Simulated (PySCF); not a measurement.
Run report: C4H8O3, NMR shielding calculation

The run: NMR shielding calculation of C4H8O3 (methyl methoxyacetate), SMILES COCC(=O)OC. Method and program: GIAO PBE0/pcSseg-1 NMR shielding, non-relativistic, gas phase (PySCF 2.14.0).

The geometry comes from this level: GFN2-xTB. Figures and captions count atoms from 1; the log counts them from 0 in places.

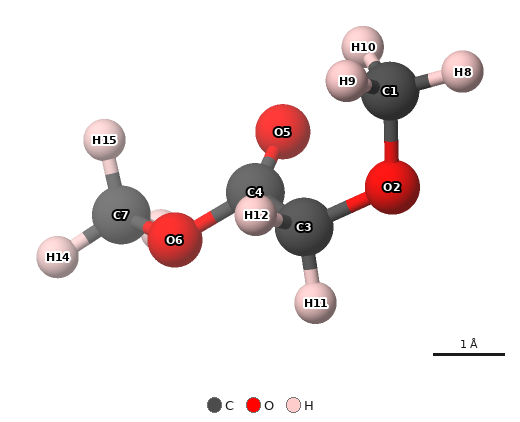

Fig. 1: The structure (ball-and-stick view, seen at a tilt; atoms are numbered from 1 in the order of the input). Bond lengths as drawn: C–C 1.53 Å, C–H 1.09 to 1.10 Å and C–O 1.20 to 1.42 Å.

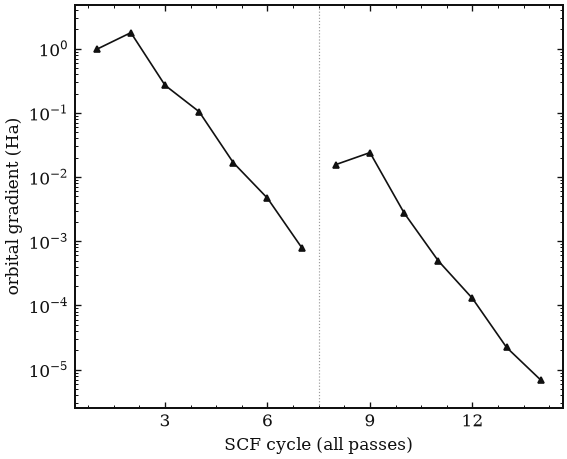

Fig. 2: Convergence of the self-consistent field: orbital gradient against the SCF cycle. The dotted line marks the change from a coarse to the final integration grid. The first 7 cycles use a coarse grid, the final grid takes over at cycle 8, and the field converges after 14 cycles in all.

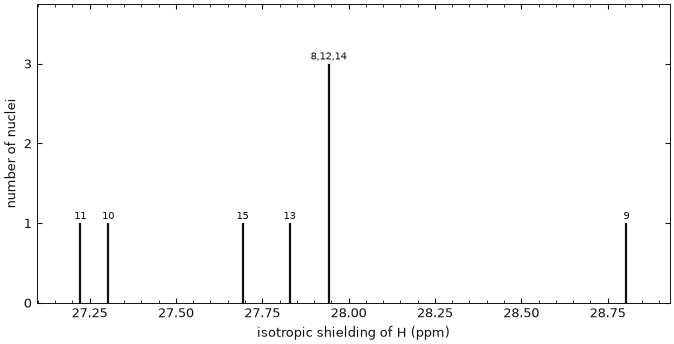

Fig. 3: Isotropic shieldings of the hydrogen nuclei in this fixed geometry, labelled by atom number; shielding grows to the right, so chemical shift grows to the left. The least shielded is H11 (27.2 ppm), the most shielded H9 (28.8 ppm).

The input and output of the run follow.

**Input file**
```
{"job": {"kind": "nmr", "xc": "PBE0", "basis": "pcSseg-1", "pop": false}, "charge": 0, "multiplicity": 1}
C      2.533140     0.373667     0.076592
O      1.861139    -0.678718    -0.582770
C      0.642892    -1.040090    -0.002775
C     -0.470637    -0.010617    -0.167287
O     -0.367482     1.078342    -0.660023
O     -1.612387    -0.495435     0.338023
C     -2.746239     0.361675     0.256329
H      3.481579     0.493384    -0.442378
H      2.719829     0.119007     1.127639
H      1.969149     1.307702     0.024445
H      0.326778    -1.963465    -0.496065
H      0.752486    -1.243763     1.075358
H     -2.998047     0.556630    -0.787672
H     -3.557447    -0.162378     0.754292
H     -2.539167     1.312050     0.751879
```

The first line tells a small driver script what to run in PySCF; the rest is the geometry in Å.

Launch command:
```bash
OMP_NUM_THREADS=1 python <driver script> task.json out
```

**Log**
```
coarse grid: 12568 points
cycle   1  E = -382.1852413716  dE =  1.046e+00  |g| = 9.768e-01  |ddm| = 3.274e+00
cycle   2  E = -381.7842869566  dE =  4.010e-01  |g| = 1.775e+00  |ddm| = 1.865e+00
cycle   3  E = -382.3457844673  dE = -5.615e-01  |g| = 2.689e-01  |ddm| = 1.346e+00
cycle   4  E = -382.3575779555  dE = -1.179e-02  |g| = 1.040e-01  |ddm| = 2.236e-01
cycle   5  E = -382.3593565488  dE = -1.779e-03  |g| = 1.671e-02  |ddm| = 5.861e-02
cycle   6  E = -382.3594163990  dE = -5.985e-05  |g| = 4.677e-03  |ddm| = 1.552e-02
cycle   7  E = -382.3594209945  dE = -4.595e-06  |g| = 7.977e-04  |ddm| = 3.933e-03
final grid: 121432 points
cycle   8  E = -382.4330325695  dE = -1.674e-05  |g| = 1.563e-02  |ddm| = 2.262e-02
cycle   9  E = -382.4329746333  dE =  5.794e-05  |g| = 2.404e-02  |ddm| = 2.134e-02
cycle  10  E = -382.4330746398  dE = -1.000e-04  |g| = 2.757e-03  |ddm| = 1.390e-02
cycle  11  E = -382.4330760220  dE = -1.382e-06  |g| = 4.950e-04  |ddm| = 1.770e-03
cycle  12  E = -382.4330760651  dE = -4.306e-08  |g| = 1.287e-04  |ddm| = 3.937e-04
cycle  13  E = -382.4330760685  dE = -3.379e-09  |g| = 2.216e-05  |ddm| = 1.045e-04
cycle  14  E = -382.4330760686  dE = -1.011e-10  |g| = 6.883e-06  |ddm| = 2.461e-05
converged SCF energy = -382.4330760686

GIAO shielding tensors (ppm)
atom      isotropic    diamagn.    paramagn.     s11        s22        s33       span
  0 C      126.943     245.918    -118.975     92.589    104.950    183.288     90.699
  1 O      322.841     392.573     -69.732    295.581    320.325    352.616     57.035
  2 C      114.534     247.335    -132.801     87.638     93.674    162.290     74.652
  3 C        8.383     255.646    -247.263    -91.448     47.024     69.573    161.021
  4 O     -102.534     403.896    -506.430   -393.948   -237.560    323.906    717.854
  5 O      155.643     401.496    -245.853    -31.820    239.978    258.771    290.591
  6 C      133.399     243.444    -110.045    103.268    118.653    178.275     75.008
  7 H       27.919      28.091      -0.172     24.196     25.369     34.193      9.997
  8 H       28.805      29.307      -0.502     25.377     26.547     34.489      9.111
  9 H       27.304      30.750      -3.446     22.265     27.628     32.018      9.753
 10 H       27.223      29.375      -2.152     22.417     27.311     31.941      9.524
 11 H       27.929      30.907      -2.978     23.577     28.448     31.763      8.185
 12 H       27.829      28.454      -0.625     24.014     25.612     33.861      9.847
 13 H       27.977      27.665       0.313     24.206     26.450     33.276      9.071
 14 H       27.693      29.072      -1.380     24.001     25.766     33.312      9.311
```

**Summary**

| quantity | value |
| --- | --- |
| outcome | converged |
| total energy | −382.433076 hartree |
| HOMO | −7.40 eV |
| LUMO | 0.27 eV |
| dipole moment | 2.37 D |
| isotropic shielding, C | 8.4 to 133.4 ppm |
| isotropic shielding, O | −102.5 to 322.8 ppm |
| isotropic shielding, H | 27.2 to 28.8 ppm |
| hardware | 1 CPU thread, shared host |
| wall time | 26 s |
| peak memory | 0.74 GiB |
